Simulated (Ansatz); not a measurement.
Cell of hcp Hf (1 0 0) on 4H silicon carbide (1 0 0) (film strained to the substrate, started from cuts of the bulks and a machine-learned relaxation; slabs Si18C18 and Hf16, which can lie off the formulas), relaxed at this level with a, b, gamma of the cell held:

```xyz
52
Lattice="10.1128 0.0061 0.6805 0.0041 3.0926 -0.0983 0.8645 -2.3121 23.4897" Properties=species:S:1:pos:R:3 pbc="T T T"
Si     5.5287     2.2143     0.8935
Si     0.4621     2.2127     0.5922
C      7.3912     2.2102     0.8378
C      2.3693     2.2085     0.5719
Si     5.2282     0.7518     3.5587
Si     0.1407     0.7505     3.2656
Si     7.8034     2.2682     2.6832
Si     2.7945     0.6961     1.6946
C      7.1188     0.7517     3.6429
C      2.0357     0.7514     3.3970
C      9.7109     2.2739     2.9650
C      4.7148     0.6943     1.7375
Si     5.0298    -0.7092     6.2749
Si    -0.0326    -0.7106     5.9788
Si     7.6170     0.8096     5.4828
Si     2.6299     2.3263     4.2721
C      6.9251    -0.7083     6.3939
C      1.8630    -0.7101     6.0961
C      9.5129     0.8129     5.6788
C      4.5311     2.3259     4.3538
Si     4.8505     0.9220     8.8806
Si    -0.2051     0.9218     8.6159
Si     7.4462    -0.6510     8.2191
Si     2.4335     0.8652     6.9833
C      6.7414     0.9230     9.0120
C      1.6877     0.9216     8.7203
C      9.3371    -0.6476     8.4037
C      4.3401     0.8649     7.0666
Si     4.7709    -0.5399    11.5915
Si    -0.2683    -0.5375    11.3489
Si     7.2492     0.9808    10.8177
Si     2.2573    -0.5950     9.7269
C      6.6565    -0.5333    11.8621
C      1.5756    -0.5385    11.4600
C      9.1524     0.9861    11.0479
C      4.1808    -0.5966     9.7719
Hf     2.6750     1.1041    15.3956
Hf     7.9749     1.0638    13.3667
Hf     5.1619     2.6343    14.2296
Hf     2.6514     1.0397    12.4955
Hf     5.1256     1.2166    17.0739
Hf    10.0980     1.2240    17.5194
Hf     7.6737     2.7362    16.2045
Hf     0.2450     2.6416    14.0297
Hf     4.8893    -0.2438    19.9095
Hf     9.9336    -0.2387    20.3639
Hf     7.4777    -1.8187    19.1303
Hf     2.4132    -1.8267    18.8302
Hf     4.7476    -1.6954    22.7863
Hf     9.5971    -1.6819    23.4126
Hf     7.3528    -3.2699    22.0032
Hf     2.2641    -3.2763    21.6614
```

These are PBE (plane waves to 420 eV, PAW; Ansatz, a program for electronic structure) values and carry that method's errors. Scalar-relativistic, without spin–orbit coupling; the runs are not spin-polarised. Its k-point mesh 3×8×1, Fermi–Dirac width 0.05 eV.

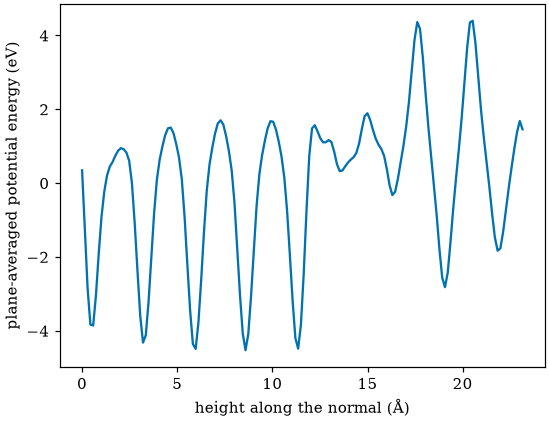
Smooth (PAW) electrostatic potential energy of an electron, averaged over planes, about its mean

The curve spans 8.9 eV over the stretch drawn.
